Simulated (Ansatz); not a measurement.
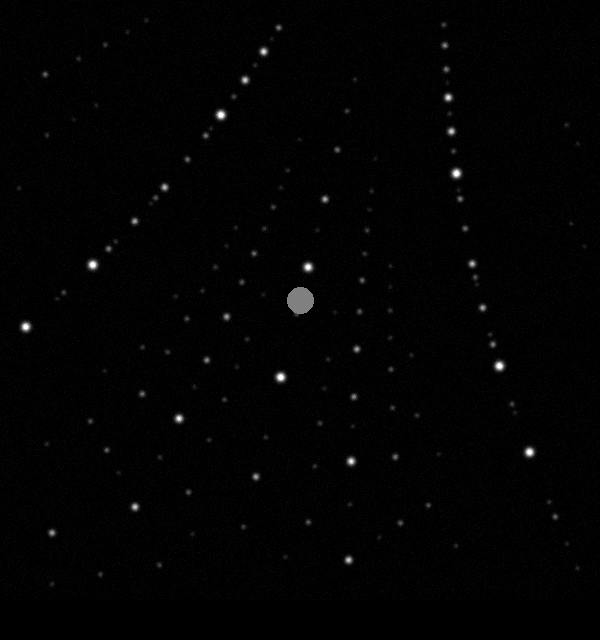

Simulated back-reflection Laue pattern (white X-rays, 0.45 to 2.2 Å, flat plate covering ±45° about the beam, kinematic intensities, seen from the source).

### Which symmetry elements lie along the beam?

m: one mirror line.

The crystal is Mg, space group P6_3/mmc (No. 194), a = 3.175 Å, c = 5.154 Å (hexagonal axes). Structure: the input geometry of an electronic-structure calculation (not necessarily at equilibrium).

The direction [101] points towards the source.
